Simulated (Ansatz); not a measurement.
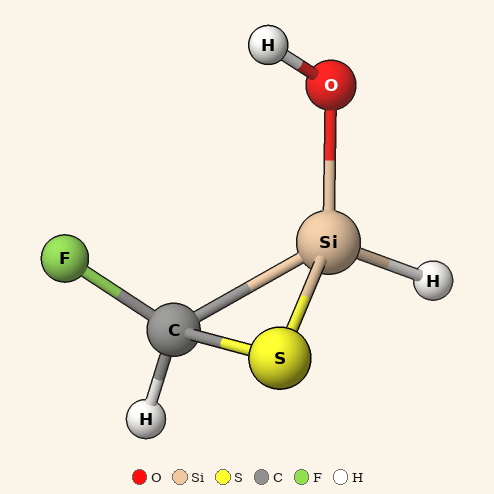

The picture shows a molecular structure as a ball-and-stick model.

Description:

The molecule is CH3FOSSi. Its SMILES string is `O[Si@H]1S[C@H]1F`. Independent rings (smallest set): 1 of 3 members. Among its groups: C–F bond, Si–H bond, Si–O bond. This geometry has C1 symmetry. Coordination, clear cases only: 1 O bent.

The parts below concern this one geometry. Atoms keep their numbers from picture to picture. The geometry was computed by an optimisation with PBE0-D4/def2-TZVP.

### Vibrations

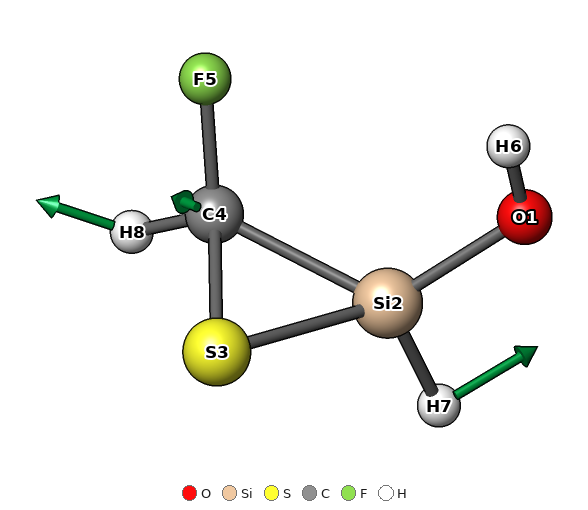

The arrows show one normal mode. Harmonic vibrations computed with RKS PBE0-D4/def2-TZVP (Ansatz 0.2.0) at a stationary point of the same level.

> Estimate its harmonic wavenumber.

738 cm⁻¹; it is mode 9 of 18 counted from the lowest.

### Levels of theory compared

Program: Ansatz 0.2.0.

Tabulate HOMO energy (eV), dipole (D) at these levels: B3LYP-D4/def2-TZVPP; PBE-D4/def2-TZVPP; r2SCAN-D4/def2-TZVPP; ωB97M-V/def2-TZVPP.

```
               level  HOMO energy (eV)  dipole (D)
 B3LYP-D4/def2-TZVPP             −7.32        0.97
   PBE-D4/def2-TZVPP             −6.28        0.84
r2SCAN-D4/def2-TZVPP             −6.55        0.94
  ωB97M-V/def2-TZVPP             −9.71        1.00
```

### Charges

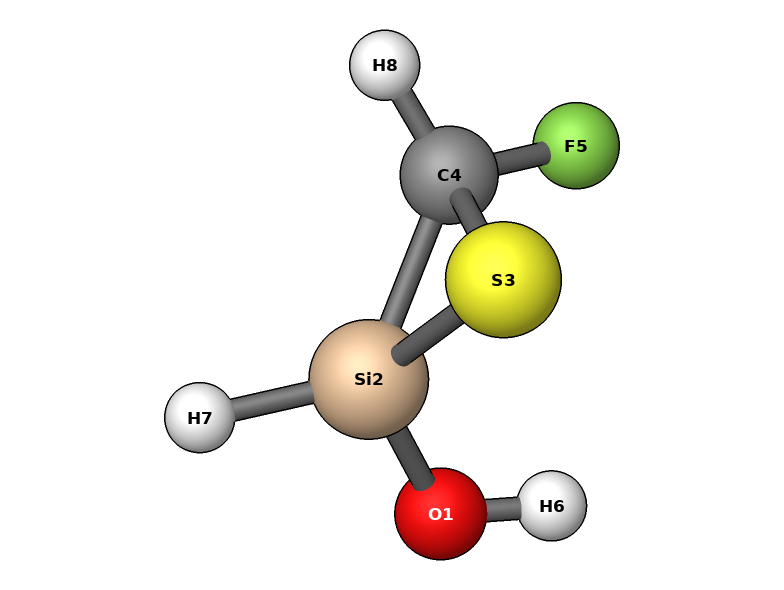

The questions are on Mulliken charges. Level of theory: RKS PBE0-D4/def2-TZVP (Ansatz 0.2.0).

List the Mulliken charges.

```json
{"atom": "O1", "value (e)": "−0.50"}
{"atom": "Si2", "value (e)": "0.43"}
{"atom": "S3", "value (e)": "−0.20"}
{"atom": "C4", "value (e)": "0.00"}
{"atom": "F5", "value (e)": "−0.20"}
{"atom": "H6", "value (e)": "0.34"}
{"atom": "H7", "value (e)": "0.01"}
{"atom": "H8", "value (e)": "0.13"}
```

Mulliken values depend strongly on the basis set and can even reverse the polarity of a bond.
